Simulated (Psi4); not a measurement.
**CH2BN− (SMILES [BH2-]C#N): UMP2/cc-pVQZ-F12 (density fitting, density fitting for correlation, sweep point 3)**

What is the vertical electron affinity of CH2BN− at UMP2/cc-pVQZ-F12 (density fitting, density fitting for correlation, sweep point 3)? 

The calculation is run with Psi4 1.11.

**1. The structure to begin with**

CH2BN−: 5 atoms, total charge -1, spin state doublet. SMILES: `[BH2-]C#N`. Geometry: relaxed at GFN2-xTB.

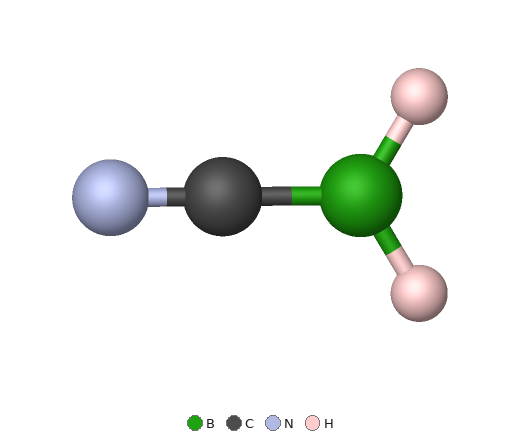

Viewed from a chosen angle; boron green, carbon dark grey, nitrogen light blue, hydrogen pink.

**2. A single-point energy at UMP2/cc-pVQZ-F12 (density fitting, density fitting for correlation, sweep point 3)**

The input, input.inp:

```
memory 1.6 GB

molecule {
  -1 2
  B     -0.479260     0.201310    -0.246440
  C      0.740110    -0.310900     0.381160
  N      1.729380    -0.727540     0.890010
  H     -0.889380    -0.271730    -1.280950
  H     -1.100840     1.108860     0.256220
  symmetry c1
}

set {
  reference uhf
  puream true
  scf_type df
  num_frozen_docc 3
  maxiter 150
}

energy_value, wavefunction = energy("mp2/cc-pVQZ-F12", return_wfn=True)
```

Launch:

```sh
psi4 input.inp input.out -n 1
```

input.out:

```text
[...]
  Running in c1 symmetry.
[...]
  Nuclear repulsion =   46.054610857130797
[...]
  Multiplicity = 2
[...]
  Nalpha       = 11
  Nbeta        = 10
[...]
    Number of basis functions: 329
[...]
   @DF-UHF iter   1:  -118.08864686156885   -1.23139e+00   1.25269e-03 ADIIS/DIIS
[...]
   @DF-UHF iter  17:  -118.20683827882648   -1.35643e-10   9.73950e-09 DIIS
[...]
   @S^2 Observed:                8.590357504E-01
[...]
    Orbital Energies [Eh]
    ---------------------
    Alpha Occupied:
       1A    -15.359755     2A    -11.033689     3A     -7.359803
       4A     -1.000916     5A     -0.598715     6A     -0.393131
       7A     -0.329283     8A     -0.310157     9A     -0.307438
      10A     -0.234584    11A     -0.058659
    Alpha Virtual:
      12A      0.125940    13A      0.126496    14A      0.128996
      15A      0.146562    16A      0.182732    17A      0.199567
      18A      0.208702    19A      0.249331    20A      0.264435
      21A      0.268831    22A      0.281690    23A      0.301247
      24A      0.305892    25A      0.315473    26A      0.324838
[...]
  @DF-UHF Final Energy:  -118.20683827882648
   => Energetics <=
    Nuclear Repulsion Energy =             46.0546108571307968
    One-Electron Energy =                -254.8323049898380930
    Two-Electron Energy =                  90.5708558538808148
    Total Energy =                       -118.2068382788264813
  UHF NO Occupations:
  HONO-2 :    9  A 1.9846629
  HONO-1 :   10  A 1.9655378
[...]
 Multipole Moments:
 ------------------------------------------------------------------------------------
     Multipole            Electronic (a.u.)      Nuclear  (a.u.)        Total (a.u.)
 ------------------------------------------------------------------------------------
 L = 1.  Multiply by 2.5417464519 to convert [e a0] to [Debye]
 Dipole X            :          2.3401303           -2.0212242            0.3189061
 Dipole Y            :         -0.9841080            0.8504340           -0.1336739
 Dipole Z            :          1.2048633           -1.0409714            0.1638919
 Magnitude           :                                                    0.3826622
[...]
```

Wall time 19 s (1 thread of AMD EPYC 7B13 (Zen 3), shared host); peak memory 0.92 GiB.

**3. Singlet [CH2BN]2− at the same level**

The input, calc.inp:

```
memory 1.6 GB

molecule mol {
  -2 1
  B     -0.479260     0.201310    -0.246440
  C      0.740110    -0.310900     0.381160
  N      1.729380    -0.727540     0.890010
  H     -0.889380    -0.271730    -1.280950
  H     -1.100840     1.108860     0.256220
  symmetry c1
}

set basis cc-pVQZ-F12
set reference rhf
set puream true
set scf_type df
set num_frozen_docc 3

E, wfn = energy('mp2', return_wfn=True)
print_variables()
```

Launch:

```sh
psi4 -n 1 calc.inp calc.out
```

calc.out:

```text
[...]
  Running in c1 symmetry.
[...]
  Nuclear repulsion =   46.054610857130797
[...]
  Multiplicity = 1
[...]
  Nalpha       = 11
  Nbeta        = 11
[...]
    Number of basis functions: 329
[...]
   @DF-RHF iter   1:  -117.66899721424608   -8.11738e-01   1.87855e-03 ADIIS/DIIS
[...]
   @DF-RHF iter  25:  -118.04244300616824   -2.59307e-09   5.41454e-09 DIIS
[...]
    Orbital Energies [Eh]
    ---------------------
    Doubly Occupied:
       1A    -15.432917     2A    -11.097791     3A     -7.468416
       4A     -1.043452     5A     -0.661072     6A     -0.440982
       7A     -0.387655     8A     -0.371669     9A     -0.309488
      10A     -0.280638    11A      0.104476
[...]
  @DF-RHF Final Energy:  -118.04244300616824
   => Energetics <=
    Nuclear Repulsion Energy =             46.0546108571307968
    One-Electron Energy =                -253.4149079194279466
    Two-Electron Energy =                  89.3178540561289083
    Total Energy =                       -118.0424430061682415
[...]
 Multipole Moments:
 ------------------------------------------------------------------------------------
     Multipole            Electronic (a.u.)      Nuclear  (a.u.)        Total (a.u.)
 ------------------------------------------------------------------------------------
 L = 1.  Multiply by 2.5417464519 to convert [e a0] to [Debye]
 Dipole X            :         11.6145084           -2.0212242            9.5932842
 Dipole Y            :         -4.8838216            0.8504340           -4.0333876
 Dipole Z            :          5.9769238           -1.0409714            4.9359524
 Magnitude           :                                                   11.5179401
[...]
```

It took 16 s on 1 thread of AMD EPYC 7B13 (Zen 3), shared host; peak memory 0.92 GiB.

**4. Outcome**

Level: UMP2/cc-pVQZ-F12 (density fitting, density fitting for correlation, sweep point 3), 3 core orbitals frozen.

| quantity | value |
| --- | --- |
| doublet CH2BN−: total energy | -118.68813 Eh |
| doublet CH2BN−: HOMO energy (Hartree–Fock orbitals) (highest over α and β) | -1.60 eV |
| doublet CH2BN−: LUMO energy (Hartree–Fock orbitals) (lowest over α and β) | 3.43 eV |
| doublet CH2BN−: correlation energy (3 core orbitals frozen) | -481.3 mEh |
| doublet CH2BN−: ⟨S²⟩ of the reference determinant | 0.859 |
| singlet [CH2BN]2−: total energy | -118.52061 Eh |
| singlet [CH2BN]2−: HOMO energy (Hartree–Fock orbitals) | 2.84 eV |
| singlet [CH2BN]2−: LUMO energy (Hartree–Fock orbitals) | 4.25 eV |
| singlet [CH2BN]2−: HOMO–LUMO gap (to an unbound level, set by the basis) | 1.40 eV |
| singlet [CH2BN]2−: correlation energy (3 core orbitals frozen) | -478.2 mEh |
| vertical electron affinity (to the singlet dianion) | -4.558 eV |

The dianion lies 4.56 eV (440 kJ/mol) above the anion: the electron isn't bound at this level, and such a value depends on the basis. ⟨S²⟩ (doublet CH2BN−) is 0.86 where a pure doublet has 0.75: the reference is spin-contaminated. The HOMO (singlet [CH2BN]2−) lies at positive energy, 2.84 eV: the electron is unbound at this level or held by a compact basis; values depend on the basis.
